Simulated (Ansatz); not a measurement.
# C3H6O: what the fields show

```xyz
10

C    -1.1153    0.8576    0.1997
C     0.1151    0.1910   -0.3155
C     0.6726   -0.8681    0.2592
O     1.7856   -1.5250   -0.1488
H    -1.9208    0.8465   -0.5415
H    -1.4847    0.3595    1.0989
H    -0.9305    1.9066    0.4526
H     0.5727    0.6042   -1.2139
H     0.2607   -1.3230    1.1545
H     2.1276   -1.1007   -0.9423
```

Geometry: PBE0-D4/def2-TZVP.

Method: RKS PBE0-D4/def2-TZVPP in Ansatz 0.2.0.

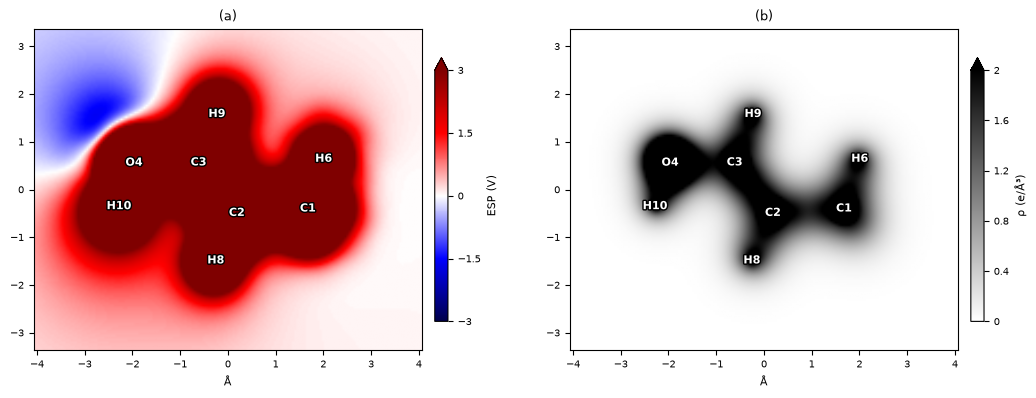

Figure 1. (a) electrostatic potential; (b) electron density on the plane of atoms C2, C3 and H9.

Question: What do the fields say about this system?

Answer: The section cuts through C, O and H sites.
C–C (1.33 Å): ρ at the midpoint is about 2.4 e/Å³.
C–O (1.36 Å): ρ at the midpoint is about 2.4 e/Å³, with its minimum of 2 e/Å³ about 0.5 Å from C.
O–H (0.96 Å): ρ is about 3.8 e/Å³ halfway.
C–C (1.49 Å): ρ is about 1.8 e/Å³ halfway.
C–H (1.09 Å): ρ is about 2.1 e/Å³ halfway.
Outside the dense part of the molecule the potential is most negative (−1.6 V) near O4.

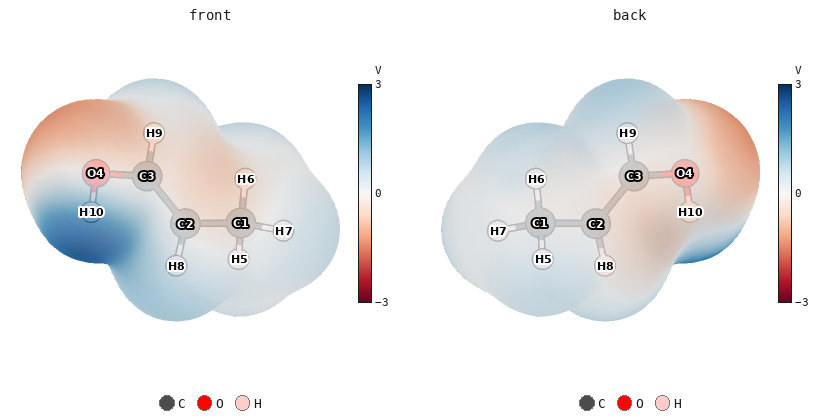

Figure 2. The molecular electrostatic potential painted on the density surface at 0.002 e/bohr³, seen from the front and from behind; the colour scale runs from red (negative) to blue (positive).

Question: Describe the electrostatic potential map.

Answer: The most negative region (about −1.3 V) lies over O4, the most positive (about +2.5 V) over H10. O4 is the likeliest acceptor of a hydrogen bond.

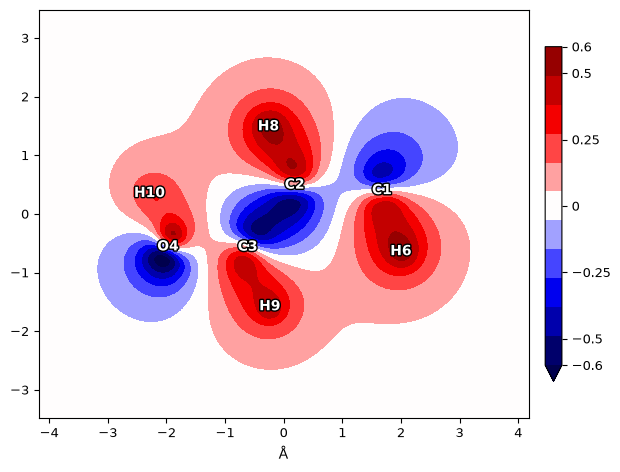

Figure 3. The HOMO−1 on the plane of atoms C2, C1 and H6 (values in Å⁻³ᐟ²; the overall sign is arbitrary).

Question: What is the character of this orbital?

Answer: Its weight (Hirshfeld) is mainly on C2 (about 20 %), C1 (about 15 %), C3 (about 15 %), O4 (about 10 %), H6 (about 10 %) and H8 (about 10 %). Its energy is −10.05 eV.
